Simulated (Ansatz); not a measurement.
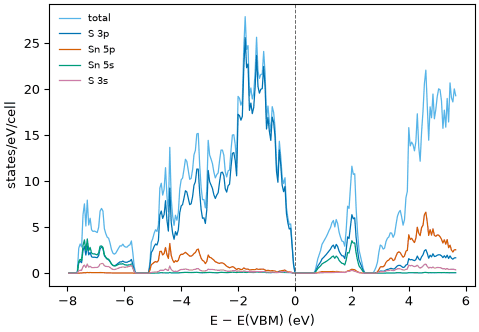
Figure: Total and projected density of states of SrSnS3 in space group Pnma (No. 62; Pearson symbol oP20), PBEsol (plane waves, PAW; program Ansatz)

### Question
Which orbitals carry the states next to the gap?

### Answer
Top 1 eV of the valence band: S 3p 93 %. Bottom 1 eV of the conduction band: S 3p 52 %, Sn 5s 32 %, outside the projected shells 9 %. Projections are on Löwdin-orthogonalised atomic valence shells; empty p or d shells of many metals are not among them.

### Question
Where is the tallest occupied peak in this window, and what makes it?

### Answer
Near -1.8 eV, about 28 states/eV per cell; the largest projected share is S 3p.

The first step of the workflow began from a Materials Project structure, measured or hypothetical; the Crystallography Open Database copy checked does not list it. Whether it is the stable phase at ambient conditions was not checked. The cell was relaxed with PBEsol under the symmetry of its start; of distortions, only those at the zone centre were tested. Spin–orbit coupling is left out wherever it is not named.

Potentials: the later of the program's two PAW sets.
